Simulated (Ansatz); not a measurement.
# How well the gap of AlIn2N3 (Cmc2_1) can be computed

The study climbs from cheap functionals to G0W0 on AlIn2N3 (Cmc2_1) and then asks what each convergence step is worth.

Program: Ansatz 0.2.0. Level of theory: density functionals, hybrids, G0W0, plane waves, PAW. Results are calculated unless marked as measured.

**1. Starting point**

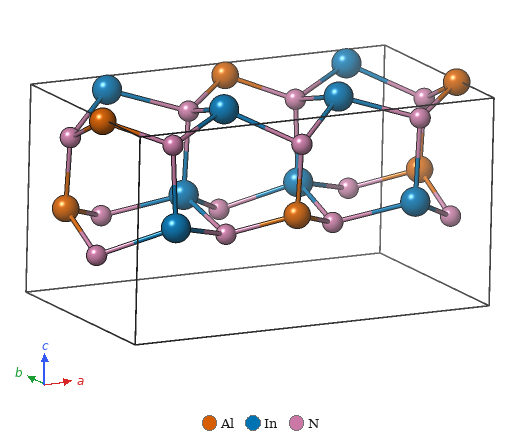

The starting structure, seen slightly off an axis (aluminium orange, indium blue, nitrogen pink). This picture shows the conventional cell, with its axes. Some periodic images of atoms are drawn too.

The cell and positions are those that the Materials Project relaxed with its own functionals (PBE, PBE+U or r2SCAN), kept fixed.

**2. PBE bands**

The cheap functional maps the bands first; the places of the edges decide which points the dearer methods must see.

This step: DFT, PBE, plane waves, PAW; PAW set soft_1.

input.yaml

```yaml
crystal:
  lattice:
    - [5.1481021059, -2.9628729689, 0.0]
    - [5.1481021059, 2.9628729689, 0.0]
    - [0.0, 0.0, 5.500038]
  atoms:
    - { symbol: Al, position: [0.341243, 0.658757, 0.989218] }
    - { symbol: Al, position: [0.658757, 0.341243, 0.489218] }
    - { symbol: In, position: [0.988295, 0.335413, 0.987121] }
    - { symbol: In, position: [0.664587, 0.011705, 0.987121] }
    - { symbol: In, position: [0.011705, 0.664587, 0.487121] }
    - { symbol: In, position: [0.335413, 0.988295, 0.487121] }
    - { symbol: "N", position: [0.968855, 0.332959, 0.385637] }
    - { symbol: "N", position: [0.667041, 0.031145, 0.385637] }
    - { symbol: "N", position: [0.031145, 0.667041, 0.885637] }
    - { symbol: "N", position: [0.332959, 0.968855, 0.885637] }
    - { symbol: "N", position: [0.368643, 0.631357, 0.337266] }
    - { symbol: "N", position: [0.631357, 0.368643, 0.837266] }
kpoints:
  mp_grid: { grid: [6, 6, 4] }
  band_path:
    path:
      - [[0.0, 0.0, 0.0], [0.5, 0.5, 0.0], [0.3328079, 0.6671921, 0.0]]
      - [[-0.3328079, 0.3328079, 0.0], [0.0, 0.0, 0.0], [0.0, 0.0, 0.5], [-0.3328079, 0.3328079, 0.5]]
      - [[0.3328079, 0.6671921, 0.5], [0.5, 0.5, 0.5], [0.5, 0.5, 0.0]]
      - [[0.0, 0.0, 0.0], [0.0, 0.5, 0.0], [0.0, 0.5, 0.5], [0.0, 0.0, 0.5], [0.5, 0.5, 0.5]]
    npoints: 10
hamiltonian:
  xc: pbe
  pseudopotentials: { kind: paw, azcp: { folder: soft_1 } }
scf:
  occupations: { method: fermi_dirac, width: 0.02 }
  n_extra_bands: 8
output:
  eigenvalues: true
  forces: true
  stress: true
  write_density: true
  write_potential: true
  elf: true
  volumetric_format: npy
```

Command:

```
ansatz run input.yaml --threads 2 --pin off --max-ram 92160MiB --backend cuda --events-out ev --progress --plain --runs-dir out --devices 1 --max-vram 13GiB
```

Numbers of over 12 decimals in the logs are rounded to 6 here.

The program printed:

```text
scf.n_extra_bands = 8 over 44 filled bands (N_el = 88.0): the run solves 52 bands
GPUs: using 1 of 1 available (devices: 1).
Engine: ansatz 0.2.0, x86_64-unknown-linux-gnu
Pseudopotentials: kind: paw
Pseudopotential: Al, paw, valence charge 3, recommended cutoff 420 eV (normal), soft_1/Al.paw.azcp
Pseudopotential: In, paw, valence charge 13, recommended cutoff 420 eV (normal), soft_1/In.paw.azcp
Pseudopotential: N, paw, valence charge 5, recommended cutoff 420 eV (normal), soft_1/N.paw.azcp
Functional definition: PBE
  parameter kappa = 0.804
  parameter beta = 0.066725
  exchange = pbe_x(kappa = kappa, mu = beta*pi^2/3)
  correlation = pbe_c(beta = beta)
device memory: the entry about to start is reckoned to put 2.8 GiB on a device that reports 41.1 GiB free (of which the cap on the GPU budget leaves the run 13.0 GiB)
GPU FFT provider: cuFFT
GPU libraries: cuBLAS 13.8.2, cuFFT 12.4.0, cuSOLVER 12.3.4
Crystal: 12 atoms, lattice volume = 167.786 Å³
Basis set: ecut = 420 eV, 3247 PW (Γ), exchange–correlation on 80×80×80 points (8 copies of the dense FFT grid, shifted against one another)
Bands: 52, of which v1, the nominal top of the filled ones, is band 44 counted from 1 (43 counted from 0)
Symmetry: 4 space group operations
Space group: Cmc21 (ITA 36), of the structure as read, at distance tolerance 5.5e-5 Å
k-points: 39 of 144 (time reversal used)
Non-local potential: Al, projectors of the file, l = 0: 2, l = 1: 2, l = 2: 1
Non-local potential: In, projectors of the file, l = 0: 2, l = 1: 2, l = 2: 2, l = 3: 1
Non-local potential: N, projectors of the file, l = 0: 2, l = 1: 2, l = 2: 1
PAW form: soft (Blöchl's): semilocal exchange-correlation on the pseudo side does not see the compensation charge
PAW one-centre angular grid: Al, 110 points (default); XC on 64 Gauss nodes
PAW one-centre angular grid: In, 590 points (default); XC on 64 Gauss nodes
PAW one-centre angular grid: N, 110 points (default); XC on 64 Gauss nodes
Initial density: superposition of atomic densities (chi_scale 0.1, normalization cell, long waves kept (reshape's long-wave potential 0.07 eV rms))
Initial wavefunctions: pseudopotential atomic-orbital guess
GPU buffer pool allocated for 64000 grid points (all kernels)
GPU transforms: local potential and band sums: pruned to the plane-wave sphere, on 40×40×40
Functional: x = pbe(κ = 0.804, μ = 0.219515), c = pbe(β = 0.066725)
SCF iter   1: F=—  HF=-25779.384092 eV  |F-HF|=—  |Δ(HF+E_count)|=         —  Δρ=8.76e-2  dr2=1.65e1  ethr=3.10e-3  ⟨swp⟩=6.8  Hψ=7559  notcnv=0
preconditioner: auto → Resta (q_TF=auto, 2.450 Å⁻¹)  ε∞=4.7  [insulator: Δε(μ)=1.770 eV  Ē_g=13.947 eV  σ=0.020 eV  W_gap=1.00  n_scr=46 (ndim 8)  ℏωp=26.9 eV  f_vac=0.000  D(μ)=0.00/eV (n_scr^D=0)  ε∞_Penn≈4.7]
SCF iter   2: F=—  HF=-25775.364603 eV  |F-HF|=—  |Δ(HF+E_count)|=    4.02e0  Δρ=3.75e-2  dr2=1.39e0  ethr=3.10e-3  ⟨swp⟩=3.0  Hψ=4496  notcnv=0  defer=92
SCF iter   3: F=—  HF=-25775.123924 eV  |F-HF|=—  |Δ(HF+E_count)|=   2.41e-1  Δρ=1.82e-2  dr2=3.86e-1  ethr=1.58e-3  ⟨swp⟩=2.0  Hψ=2156  notcnv=0  defer=92
SCF iter   4: F=—  HF=-25775.085168 eV  |F-HF|=—  |Δ(HF+E_count)|=   3.88e-2  Δρ=2.13e-3  dr2=9.93e-3  ethr=4.39e-4  ⟨swp⟩=2.0  Hψ=2156  notcnv=0  defer=92
SCF iter   5: F=—  HF=-25775.091194 eV  |F-HF|=—  |Δ(HF+E_count)|=   6.03e-3  Δρ=9.38e-4  dr2=1.05e-3  ethr=1.13e-5  ⟨swp⟩=2.1  Hψ=3815  notcnv=0  defer=92
SCF iter   6: F=—  HF=-25775.091613 eV  |F-HF|=—  |Δ(HF+E_count)|=   4.19e-4  Δρ=1.55e-4  dr2=5.03e-5  ethr=1.19e-6  ⟨swp⟩=2.0  Hψ=3621  notcnv=0  defer=92
SCF iter   7: F=—  HF=-25775.091716 eV  |F-HF|=—  |Δ(HF+E_count)|=   1.04e-4  Δρ=3.27e-5  dr2=1.78e-6  ethr=5.71e-8  ⟨swp⟩=2.0  Hψ=3562  notcnv=0  defer=92
SCF iter   8: F=—  HF=-25775.091719 eV  |F-HF|=—  |Δ(HF+E_count)|=   2.08e-6  Δρ=8.59e-6  dr2=1.20e-7  ethr=2.02e-9  ⟨swp⟩=2.2  Hψ=3627  notcnv=0  defer=92
SCF iter   9: F=-25775.091719 eV  HF=-25775.091719 eV  |F-HF|=1.44e-9  |Δ(HF+E_count)|=   3.61e-8  Δρ=2.65e-6  dr2=1.12e-8  ethr=1.14e-10  ⟨swp⟩=17.2  Hψ=15289  notcnv=0
SCF 1 converged in 9 iterations: F = -25775.091719 eV  dr2 = 1.12e-8
[...]
device memory: the entry about to start is reckoned to put 2.4 GiB on a device that reports 53.2 GiB free (of which the cap on the GPU budget leaves the run 13.0 GiB)
NSCF: frozen V_eff on 114 k-points
SCF converged after 9 iterations
Free energy (F): -25775.091719 eV
Harris-Foulkes:  -25775.091719 eV  (|F-HF|=1.44e-9)
Internal energy: -25775.091719 eV  (E = F + TS)
E sigma→0 (E₀):  -25775.091719 eV
Fermi energy:    9.068093 eV
--- Per-component energies (eV) ---
  E_band       = 1.190546
  E_kinetic    = 1693.737445
  E_local      = -5478.725106  (includes V_loc(G=0)·N_el)
  E_nonlocal   = 1542.998845
  E_hartree    = 2178.861301
  E_xc         = -1000.268916
  E_vxc        = -864.110530  (∫ρ·V_xc dr)
  E_paw        = -18553.879405  (= ΣΔE_a)
  E_vpaw       = -1250.439438  (= ΣTr[D̂ρ^β])
  E_aug_tail   = 0.005412  (compensation charges beyond the density's cutoff)
  E_ewald      = -6157.821293
  E_smearing   = -0.000000  (= −TS)
  E_closure    = 0.000000  (closes the sum)
  Σ components = -25775.091719   (vs F -25775.091719, Δ=0.00e0)
--- Forces (eV/Å), atoms counted from 1 ---
  atom   1  Al    -0.00000000    -0.00230192     0.00320059
  atom   2  Al     0.00000000     0.00230192     0.00320059
  atom   3  In     0.00055564    -0.00051653     0.00457089
  atom   4  In    -0.00055564    -0.00051653     0.00457089
  atom   5  In    -0.00055564     0.00051653     0.00457089
  atom   6  In     0.00055564     0.00051653     0.00457089
  atom   7  N      0.02833952    -0.01703974    -0.01577693
  atom   8  N     -0.02833952    -0.01703974    -0.01577693
  atom   9  N     -0.02833952     0.01703974    -0.01577693
  atom  10  N      0.02833952     0.01703974    -0.01577693
  atom  11  N     -0.00000000     0.02746350     0.01919699
  atom  12  N      0.00000000    -0.02746350     0.01919699
  max |Σ_I F_I| component: 2.90e-5 eV/Å
--- Stress (GPa, compression-positive) ---
       -0.159720      -0.000000      -0.000000
       -0.000000      -0.169376       0.000000
       -0.000000       0.000000      -0.121611
  P = ⅓ Tr σ = -0.1502 GPa (-1.502 kbar)
--- Band table (eV; the first three rows and the last of 39) ---
  k-point 0: bands = [... 40 lower, 8.0369, 8.5748, 8.6093, 8.6222, 9.5027, 12.0474, 13.6011, 13.9614, ... 4 higher]
  k-point 1: bands = [... 40 lower, 8.1401, 8.1711, 8.5048, 8.5120, 10.6156, 12.1095, 13.9923, 14.3424, ... 4 higher]
  k-point 2: bands = [... 40 lower, 8.3002, 8.3002, 8.3938, 8.3938, 11.7672, 11.7672, 14.4659, 14.4659, ... 4 higher]
  k-point 38: bands = [... 40 lower, 7.6353, 7.6353, 7.9235, 7.9235, 12.6212, 12.6212, 13.0723, 13.0723, ... 4 higher]
```

It took 11 s on 1 × NVIDIA H100 80GB HBM3 (shared by 6 runs) with 2 threads of AMD EPYC 7R13 (Zen 3), shared host; peak memory 1.1 GiB; 8.3 s of CPU time.

Reading the cycles: dr2 is the Hartree energy of the density residual (eV), the measure of convergence; HF is the Harris–Foulkes estimate of the energy, which meets the free energy F at convergence.

This step gave:

| Property | Result |
| --- | --- |
| pressure | -0.1502 GPa |
| filled bands | 44 |
| gap | 0.8805 eV |
| valence top at | Γ |
| conduction bottom at | Γ |
| least direct gap | 0.8805 eV |

The gap is direct, at Γ.

The electronic bands at the labelled points (eV, zero at the top of the highest nominally filled band):

```
     point  band 41  band 42  band 43  band 44  band 45  band 46  band 47  band 48
         Γ    -0.59    -0.05    -0.01     0.00     0.88     3.43     4.98     5.34
         Y    -0.76    -0.71    -0.48    -0.37     3.52     3.61     4.21     5.22
        F0    -0.79    -0.71    -0.48    -0.14     3.64     3.70     4.01     5.01
jump to Δ0    -0.79    -0.71    -0.48    -0.14     3.64     3.70     4.01     5.01
         Γ    -0.59    -0.05    -0.01     0.00     0.88     3.43     4.98     5.34
         Z    -0.32    -0.32    -0.23    -0.23     3.15     3.15     5.84     5.84
        B0    -1.00    -1.00    -0.70    -0.70     4.01     4.01     4.16     4.16
jump to G0    -1.00    -1.00    -0.70    -0.70     4.01     4.01     4.16     4.16
         T    -0.99    -0.99    -0.70    -0.70     4.00     4.00     4.45     4.45
         Y    -0.76    -0.71    -0.48    -0.37     3.52     3.61     4.21     5.22
 jump to Γ    -0.59    -0.05    -0.01     0.00     0.88     3.43     4.98     5.34
         S    -0.73    -0.63    -0.60    -0.41     3.52     3.58     4.64     4.81
         R    -0.95    -0.95    -0.87    -0.87     3.91     3.91     4.44     4.44
         Z    -0.32    -0.32    -0.23    -0.23     3.15     3.15     5.84     5.84
         T    -0.99    -0.99    -0.70    -0.70     4.00     4.00     4.45     4.45
```

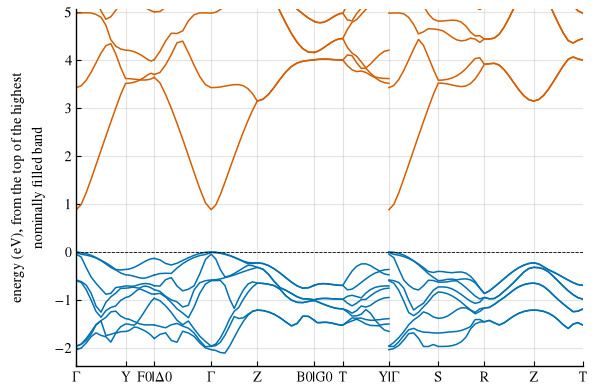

Electronic bands along the path; lines of filled and empty bands in two colours.

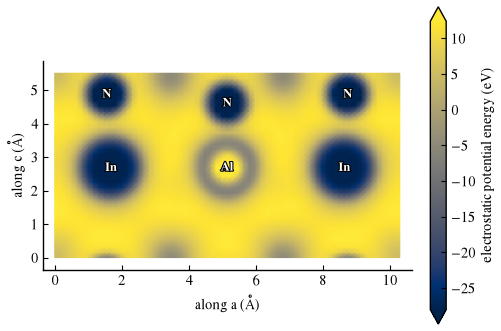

Electrostatic potential energy in the ac plane of the conventional cell at fractional y = 0.159, with atoms of Al and In and N within 0.2 Å of it. With pseudopotentials it is smooth inside the atoms' cores, unlike the true potential.

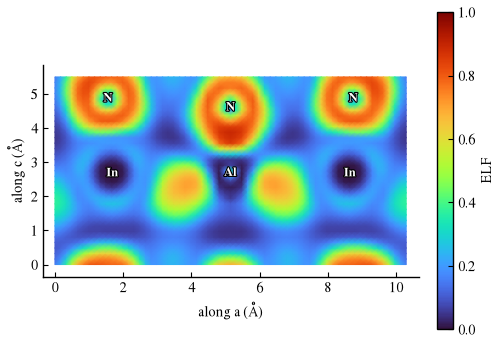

ELF in the ac plane of the conventional cell at fractional y = 0.159, with atoms of Al and In and N within 0.2 Å of it. It is the smooth field of the valence electrons, not physical close to the nuclei.

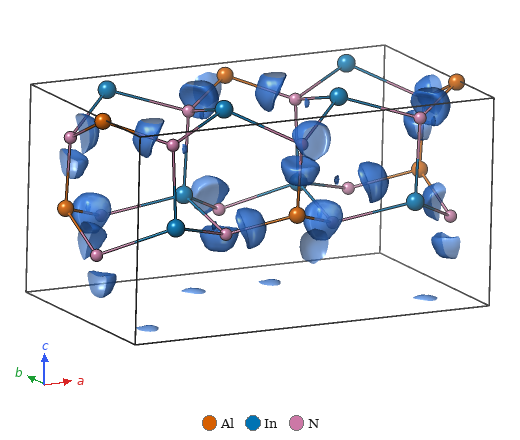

Surface of ELF = 0.82.

**3. PBE+SOC**

The many-body steps leave out spin-orbit coupling, so its effect is taken from a two-component run, with twice the bands.

This step: DFT, PBE with spin-orbit coupling, plane waves, PAW; PAW set soft_1.

input.yaml, the sections that differ from step 2:

```yaml
kpoints:
  mp_grid: { grid: [6, 6, 4] }
  band_path:
    path:
      - [0.0, 0.0, 0.0]
      - [0.5, 0.5, 0.0]
      - [0.3328079, 0.6671921, 0.0]
      - [-0.3328079, 0.3328079, 0.0]
      - [0.0, 0.0, 0.5]
      - [-0.3328079, 0.3328079, 0.5]
      - [0.3328079, 0.6671921, 0.5]
      - [0.5, 0.5, 0.5]
    npoints: 1
hamiltonian:
  xc: pbe
  pseudopotentials: { kind: paw_fr, azcp: { folder: soft_1 } }
scf:
  occupations: { method: fermi_dirac, width: 0.02 }
  n_extra_bands: 16
magnetization:
  noncollinear: true
  spin_orbit: true
# crystal, output: as in step 2
```

The program printed:

```text
[...]
GPUs: using 1 of 1 available (devices: 1).
[...]
non-collinear run that drives no moment, with spin-orbit: no starting moment large enough to seed its density (crystal.atoms[].spin), no starting occupations that ask for one, no magnetisation constraint and no magnetic field, so the semilocal B_xc is pinned to zero
[...]
k-point 1: bands = [... 84 lower, 8.4993, 8.4993, 8.5124, 8.5124, 10.6142, 10.6142, 12.1087, 12.1087, ... 12 higher]
  k-point 2: bands = [... 84 lower, 8.3919, 8.3919, 8.3919, 8.3919, 11.7655, 11.7655, 11.7655, 11.7655, ... 12 higher]
  k-point 38: bands = [... 84 lower, 7.9229, 7.9229, 7.9229, 7.9229, 12.6164, 12.6164, 12.6164, 12.6164, ... 12 higher]
[key lines of the parts left out:]
SCF converged after 10 iterations
Magnetization: |M| = 0.0000 μB,  M = (+0.0000, +0.0000, +0.0000) μB
Free energy (F): -25782.764402 eV
Fermi energy:    9.067423 eV
P = ⅓ Tr σ = -0.2176 GPa (-2.176 kbar)
```

Elapsed: 18 s, on 1 × NVIDIA H100 80GB HBM3 (shared by 6 runs) with 2 threads; peak memory 1.5 GiB.

This step gave:

```yaml
pressure: -0.2176 GPa
gap: 0.8815 eV
valence_top_at: Γ
conduction_bottom_at: Γ
least_direct_gap: 0.8815 eV
```

The gap is that of PBE.

**4. r2SCAN**

The meta-GGA depends on the orbitals through the kinetic-energy density, which usually opens the gap somewhat.

This step: DFT, r2SCAN, plane waves, PAW; PAW set soft_1.

input.yaml: that of step 3 with these lines changed.

```diff
@@ -32,10 +32,7 @@
 hamiltonian:
-  xc: pbe
-  pseudopotentials: { kind: paw_fr, azcp: { folder: soft_1 } }
+  xc: r2scan
+  pseudopotentials: { kind: paw, azcp: { folder: soft_1 } }
 scf:
-  occupations: { method: fermi_dirac, width: 0.02 }
-  n_extra_bands: 16
-magnetization:
-  noncollinear: true
-  spin_orbit: true
+  occupations: { method: fixed }
+  n_extra_bands: 8
 output:
@@ -44,5 +41 @@
   stress: true
-  write_density: true
-  write_potential: true
-  elf: true
-  volumetric_format: npy
```

The program printed:

```text
[...]
GPUs: using 1 of 1 available (devices: 1).
[...]
GPU FFT provider: cuFFT
GPU libraries: cuBLAS 13.8.2, cuFFT 12.4.0, cuSOLVER 12.3.4
Crystal: 12 atoms, lattice volume = 167.786 Å³
Basis set: ecut = 500 eV, 4257 PW (Γ), exchange–correlation on 180×180×180 points (64 copies of the dense FFT grid, shifted against one another)
[...]
k-point 0: bands = [... 40 lower, 7.7952, 8.3374, 8.3757, 8.3866, 9.6085, 12.3014, 13.8171, 14.1648, ... 4 higher]
  k-point 1: bands = [... 40 lower, 7.9003, 7.9344, 8.2692, 8.2747, 10.7064, 12.3504, 14.2415, 14.5657, ... 4 higher]
  k-point 2: bands = [... 40 lower, 8.0631, 8.0631, 8.1621, 8.1621, 11.9395, 11.9395, 14.7917, 14.7917, ... 4 higher]
  k-point 38: bands = [... 40 lower, 7.3830, 7.3830, 7.6964, 7.6964, 12.8429, 12.8429, 13.2942, 13.2942, ... 4 higher]
[key lines of the parts left out:]
SCF converged after 9 iterations
Free energy (F): -25844.309354 eV
Fermi energy:    8.386600 eV
P = ⅓ Tr σ = -4.2727 GPa (-42.727 kbar)
```

Elapsed: 12 s, on 1 × NVIDIA H100 80GB HBM3 (shared by 6 runs) with 2 threads; peak memory 1.2 GiB; 13 s of CPU time.

Numbers from this step:

```
pressure             : -4.273 GPa
gap                  : 1.222 eV
valence top at       : Γ
conduction bottom at : Γ
least direct gap     : 1.222 eV
```

The gap stands +0.34 eV against PBE.

**5. HSE06**

HSE06 mixes in a quarter of exact exchange at short range. Exchange couples all pairs of k points, which makes a full band path dear, so levels are read on the mesh and at chosen points.

This step: DFT, HSE06, plane waves, PAW; PAW set soft_1.

input.yaml: that of step 4 with these lines changed.

```diff
@@ -32,3 +32,3 @@
 hamiltonian:
-  xc: r2scan
+  xc: hse06
   pseudopotentials: { kind: paw, azcp: { folder: soft_1 } }
@@ -39,3 +39 @@
   eigenvalues: true
-  forces: true
-  stress: true
```

The program printed:

```text
[...]
GPUs: using 1 of 1 available (devices: 1).
[...]
davidson cushion auto → on  (no smearing: the cushion is to keep the highest requested band from converging to the state above it; pin scf.eigensolver.cushion to override)
[...]
GPU FFT provider: cuFFT
GPU libraries: cuBLAS 13.8.2, cuFFT 12.4.0, cuSOLVER 12.3.4
Crystal: 12 atoms, lattice volume = 167.786 Å³
Basis set: ecut = 420 eV, 3247 PW (Γ)
[...]
Fermi energy:    7.850724 eV
[...]
--- Band table (eV; the first three rows and the last of 39) ---
  k-point 0: bands = [... 40 lower, 7.2219, 7.7989, 7.8414, 7.8507, 9.7579, 12.5454, 13.9716, 14.2912, ... 4 higher]
  k-point 1: bands = [... 40 lower, 7.3332, 7.3725, 7.7260, 7.7305, 10.8554, 12.6088, 14.4572, 14.7301, ... 4 higher]
  k-point 2: bands = [... 40 lower, 7.5081, 7.5081, 7.6221, 7.6221, 12.1837, 12.1837, 15.0527, 15.0527, ... 4 higher]
  k-point 38: bands = [... 40 lower, 6.7915, 6.7915, 7.1309, 7.1309, 13.0224, 13.0224, 13.6121, 13.6121, ... 4 higher]
[key lines of the parts left out:]
Free energy (F): -25791.119147 eV
```

It took 2.2 min on 1 × NVIDIA H100 80GB HBM3 (shared by 6 runs) with 2 threads; peak memory 2.6 GiB.

This step gave:

* gap: 1.907 eV
* valence top at: Γ
* conduction bottom at: Γ
* least direct gap: 1.907 eV

The gap stands +1.03 eV against PBE.

**6. G0W0, 6×6×4 mesh, 151 empty bands, screening to 54 eV, PAW set soft_1 files**

Now the one-shot GW correction: screening in the RPA, then the self-energy of the levels asked for. This step takes PAW set soft_1 files.

This step: G0W0 on PBE, plane waves, PAW; PAW set soft_1.

input.yaml: that of step 5 with these lines changed.

```diff
@@ -20,15 +20,4 @@
   mp_grid: { grid: [6, 6, 4] }
-  band_path:
-    path:
-      - [0.0, 0.0, 0.0]
-      - [0.5, 0.5, 0.0]
-      - [0.3328079, 0.6671921, 0.0]
-      - [-0.3328079, 0.3328079, 0.0]
-      - [0.0, 0.0, 0.5]
-      - [-0.3328079, 0.3328079, 0.5]
-      - [0.3328079, 0.6671921, 0.5]
-      - [0.5, 0.5, 0.5]
-    npoints: 1
 hamiltonian:
-  xc: hse06
+  xc: pbe
   pseudopotentials: { kind: paw, azcp: { folder: soft_1 } }
@@ -36,4 +25,7 @@
   occupations: { method: fixed }
-  n_extra_bands: 8
-output:
-  eigenvalues: true
+gw:
+  n_empty_bands: 151
+  ecut_chi: 54
+  qp_bands: [v4, c4]
+  qp_kpoints: band_edges
+  screening: { model: contour_deformation }
```

The program printed:

```text
GPUs: using 1 of 1 available (devices: 1).
[...]
GPU FFT provider: cuFFT
GPU libraries: cuBLAS 13.8.2, cuFFT 12.4.0, cuSOLVER 12.3.4
Crystal: 12 atoms, lattice volume = 167.786 Å³
Basis set: ecut = 420 eV, 3247 PW (Γ)
Bands: 56, of which v1, the nominal top of the filled ones, is band 44 counted from 1 (43 counted from 0)
Symmetry: 4 space group operations
[...]
k-points: 39 of 144 (time reversal used)
[...]
37    44      8.3727   -21.3082     3.4284   -17.9712  0.7405     8.4638     8.4641  root
    37    45     12.3645   -11.4038    -3.5305   -16.0185  0.7600    13.4335    13.4487  root
    37    46     12.4515    -9.2651    -3.8095   -13.8320  0.7875    13.2528    13.2090  root ?
    37    47     12.4600   -10.3945    -3.5652   -14.9015  0.7714    13.3737    13.4019  root ?
    37    48     13.6791    -7.6738    -4.0263   -12.3133  0.7860    14.3120    14.2923  root
[key lines of the parts left out:]
SCF converged after 9 iterations
Free energy (F): -25775.091800 eV
Fermi energy:    8.622197 eV
```

The job ended after 2.4 min (1 × NVIDIA H100 80GB HBM3 (shared by 6 runs) with 2 threads; peak memory 1.7 GiB; 3.4 min of CPU time).

Numbers from this step:

| Property | Result |
| --- | --- |
| bands summed | 195 |
| RPA ε∞ on this mesh (eigenvalues) | 7.494, 7.520, 7.751 |
| plane waves in the screening matrix | 151 |
| G0W0 gap on the mesh | 1.347 eV |
| k of the valence top | 0, 0, 0 |
| k of the conduction bottom | 0, 0, 0 |
| starting gap on the mesh | 0.8805 eV |
| least direct G0W0 gap on the computed points | 1.347 eV |

The gap on the mesh goes from 0.88 eV to 1.35 eV, a correction of +0.47 eV. Between the two edge states, bare exchange in place of the xc potential would open the gap by 6.43 eV, and correlation takes back 5.97 eV.

(Part 1 of 2 ends here.)

[Paths, hosts, dates, memory and timing lines, banners, echoed tables and standing remarks are left out of the program output.]

[Logs are printed without paths, hosts, clocks, repeated set-up lines and the standing remarks that a program may print on its own settings, such as how far it seeks lower states.]

[Runs of the session that timed out or met a known fault of the program may be left out.]

[Cells called generated may have been cut or substituted from an entry of the Crystallography Open Database or the Materials Project.]

[Hosts, paths, dates, database ids (printed as entryN), source tags and the programs' standing remarks are cut or masked in the printed files.]
